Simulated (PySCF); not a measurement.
## A study: Cl3Sb, SMILES `Cl[Sb](Cl)Cl`

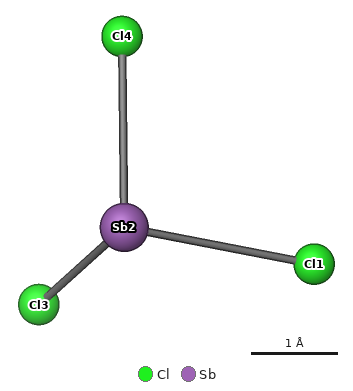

The molecule, with its atoms numbered as below. No frequency check shows the geometry to be a minimum.

Geometry (Å), atoms numbered from 1:

```
Cl1      1.9148    0.5887    0.6216
Sb2      0.0013    0.0021   -0.6193
Cl3     -1.4720    1.3591    0.6199
Cl4     -0.4469   -1.9542    0.6163
```

Part 1: Bonding charge

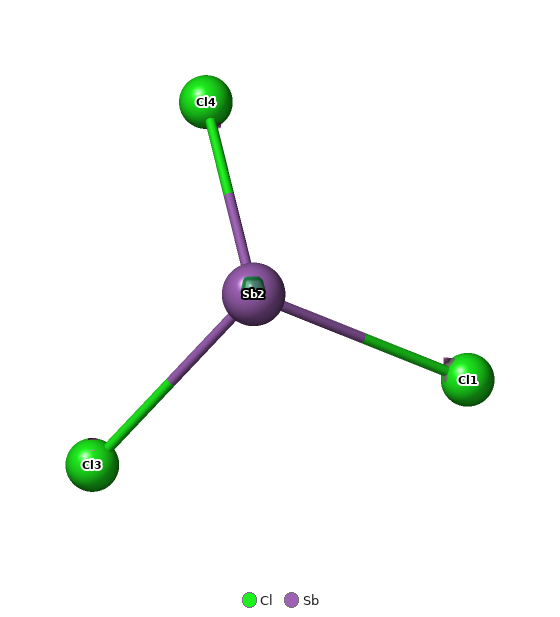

Deformation density (molecule less spherical, spin-averaged free atoms at the same positions), surfaces at ±0.2 e/Å³; green: gain, purple: loss.

Method: BP86/def2-SVPD; geometry: GFN2-xTB; program: PySCF. Core potentials replace the inner electrons of Sb; spin–orbit coupling isn't included.

> Describe the bonding that the map shows.

Cl1–Sb2 and Sb2–Cl3: +0.01 e/Å³ at the bond critical point (bond length 2.35 Å). Sb2–Cl4: +0.01 e/Å³ at the bond critical point (bond length 2.36 Å). In all, 1.0 electrons gather in the regions of gain relative to the promolecule. A small or negative value marks a very polar bond, one between electron-rich atoms, whose free-atom densities already overlap strongly, a long bond to a heavier atom, or a closed-shell contact such as a hydrogen bond.

Part 2: Bond critical points

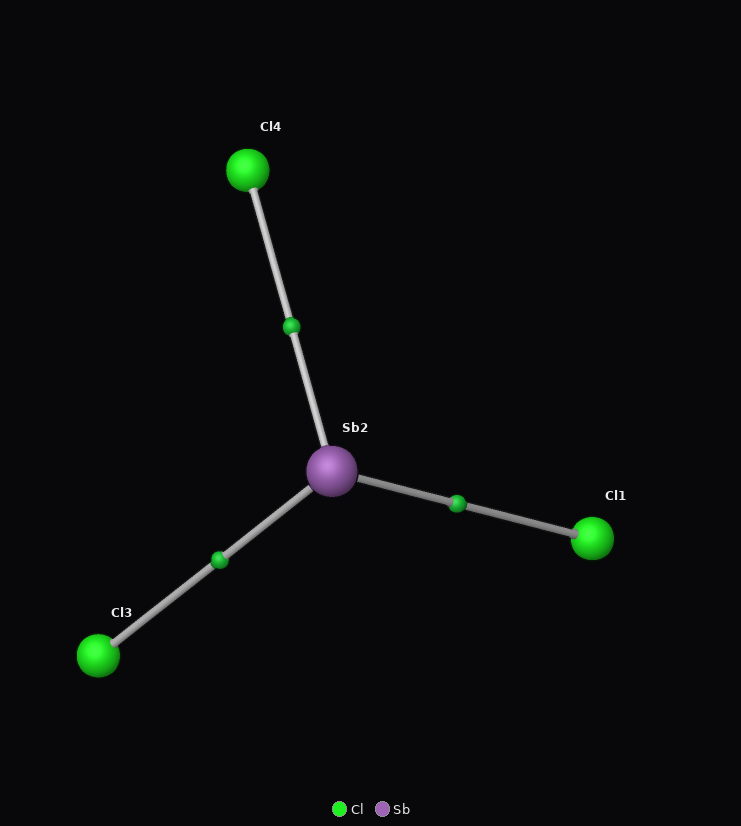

Molecular graph of the electron density (QTAIM): bond paths, bond critical points (green), ring points (magenta, if any); weak paths are dashed.

> How many critical points of each kind are there, and does the count close?

4 nuclei, 3 bond, 0 ring and 0 cage critical points: 4 − 3 + 0 − 0 = 1, as the Poincaré–Hopf relation requires.

> Tabulate density, Laplacian, ellipticity and energy density at the bond critical points (atomic units).

```
             bond  length (Å)  ρ (a.u.)  ∇²ρ (a.u.)     ε  H (a.u.)
Cl1–Sb2 (2 alike)       2.355     0.083       +0.15  0.01    −0.023
          Sb2–Cl4       2.357     0.083       +0.15  0.01    −0.023
```

> What kind of interaction is Sb2–Cl4?

Polar or intermediate (positive Laplacian, negative energy density H): ρ = 0.083, ∇²ρ = +0.15, H = −0.023 a.u.

Part 3: Electrostatic potential

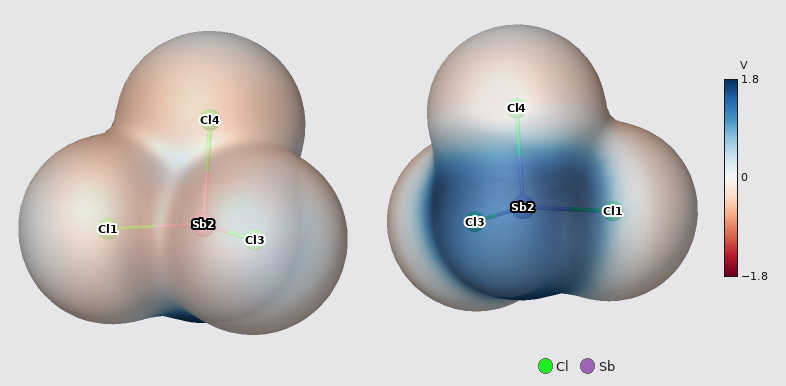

Electrostatic potential on the surface of electron density 0.001 a.u. (back view left, front view right).

> Where are the extremes of the potential on the surface?

Highest: 1.77 V, 2.2 Å from Sb2, and at like points elsewhere. Further maxima include 0.07 V, 2.0 Å from Cl1, and at like points elsewhere. Lowest: −0.53 V, 2.1 Å from Cl4, and at like points elsewhere. Further minima include 1.31 V, 2.4 Å from Sb2. The surface is sampled at points, so like sites can differ by a few per cent and only the strongest of them is named.

> Does Cl1 carry a σ-hole?

Yes: a local maximum of +0.07 V lies on the extension of the Sb2–Cl1 bond.

> What volume does the surface enclose, and what is the dipole moment?

About 131 Å³; the dipole moment is 2.9 D.

Part 4: In an electric field

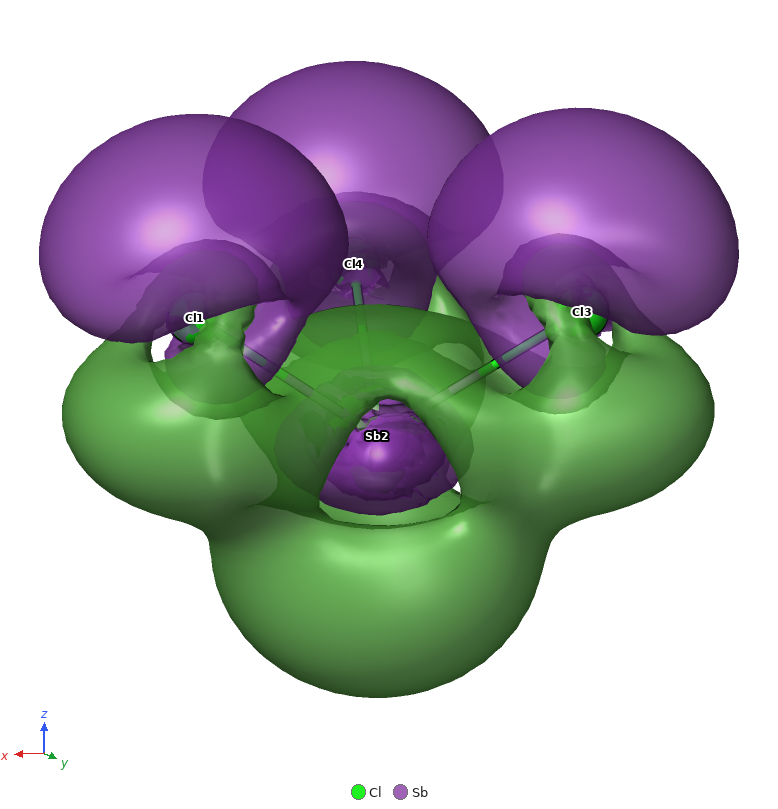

Change of the electron density in a uniform field of 0.26 V/Å, surfaces at ±0.001 e/Å³ (purple: gain, green: loss).

PySCF calculation, HF/def2-SVPD, gas phase; geometry: GFN2-xTB. Core potentials replace the inner electrons of Sb; spin–orbit coupling isn't included.

> Along which Cartesian direction does the field point?

Along −z: electrons gather on the +z side, against the field.

> What dipole is induced, and what polarisability does it imply?

The induced dipole is 0.87 D (along the field); α along this axis, from the fields in both directions, is 69 bohr³ (10.2 Å³).

> Which atoms gain and lose the most charge?

Electrons gather most on Cl1, Cl3 and Cl4 alike (Hirshfeld charge changes by −0.013 e) and leave Sb2 most (+0.038 e); 0.076 electrons are displaced in all.

Part 5: Removing or adding an electron

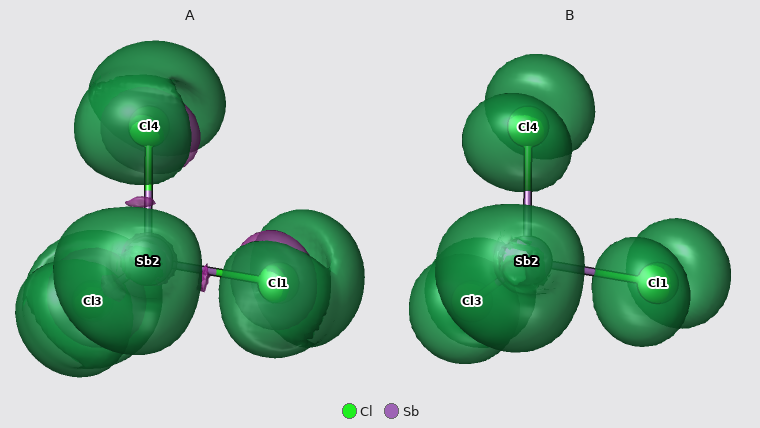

The Fukui function f⁻ from two separate SCF calculations and the density of the HOMO, at ±0.01 e/Å³ (green positive, purple negative).

PySCF calculation, TPSSh/def2-SVPD, gas phase; geometry: GFN2-xTB. Core potentials replace the inner electrons of Sb; spin–orbit coupling isn't included.

> Which panel is which, and how good is the frozen-orbital picture?

A is f⁻ (it has negative regions), B the HOMO density. The HOMO lies on Sb2 (31 %) and Cl1, Cl3 and Cl4 (23 % each); f⁻ (Hirshfeld-condensed) is largest on Sb2 (0.26) and Cl1, Cl3 and Cl4 (0.25 each); the vertical ionisation energy is 10.65 eV. Relaxation shifts 4 % of the electron between atoms. The orbital energy is −8.27 eV.

The PySCF runs shown took 8.5 s, 2.4 s and 3.5 min on 1 thread of Intel(R) Xeon(R) 6975P-C (Granite Rapids) (shared host).
